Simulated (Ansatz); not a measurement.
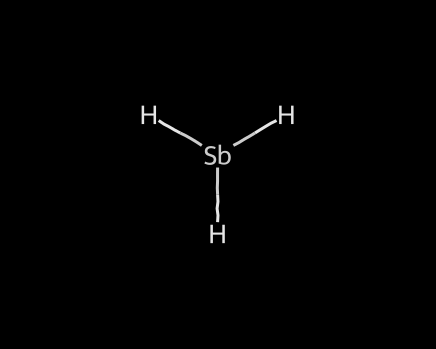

Skeletal drawing of a molecule.

> Give its SMILES.

[SbH3]

> Give the formula, hydrogens included.

SbH3.

> An optimisation with PBE0-D4/def2-TZVP gave a structure of which point group?

C3v.

More results for the same structure follow; atom numbers are the same in all pictures, views and colours differ. The geometry was computed by an optimisation with PBE0-D4/def2-TZVP.

**Vibrations**

Harmonic vibrations computed with RKS PBE0-D4/def2-TZVP, core potentials on Sb (Ansatz 0.2.0) at a stationary point of the same level.

> How many vibrational modes are there, and where do they lie?

6 modes: 804, 847, 847, 1970, 1977, 1977 cm⁻¹.

**Dipole moment**

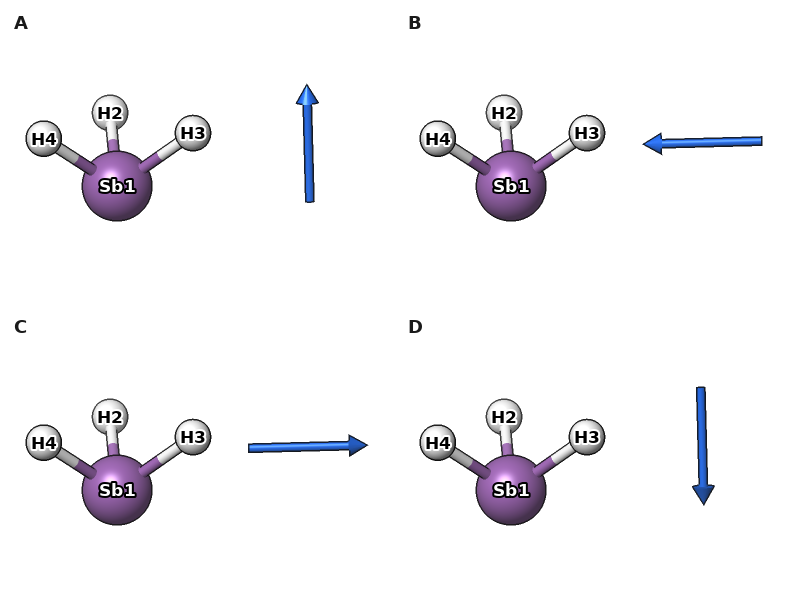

The same molecule four times, each with an arrow. Method: RKS PBE0-D4/def2-TZVP, core potentials on Sb (Ansatz 0.2.0).

> Which arrow points along the dipole moment, from the negative to the positive end?

D. The dipole moment is 0.31 D; it points from the side of H2, H3, H4 to the side of Sb1 (the outermost atoms at the two ends).

**Charges**

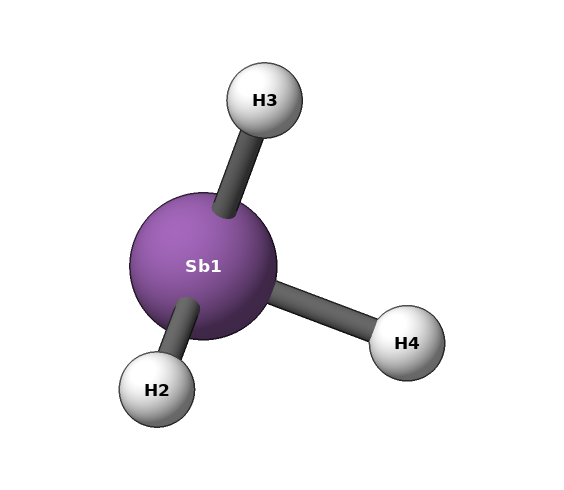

The questions are on Mulliken charges. Method: RKS ωB97M-V/def2-TZVPP, core potentials on Sb (Ansatz 0.2.0).

Give the Mulliken charges atom by atom.

| atom | value (e) |
| --- | --- |
| Sb1 | 0.19 |
| H2 | −0.06 |
| H3 | −0.06 |
| H4 | −0.06 |

Mulliken values depend strongly on the basis set and can even reverse the polarity of a bond.
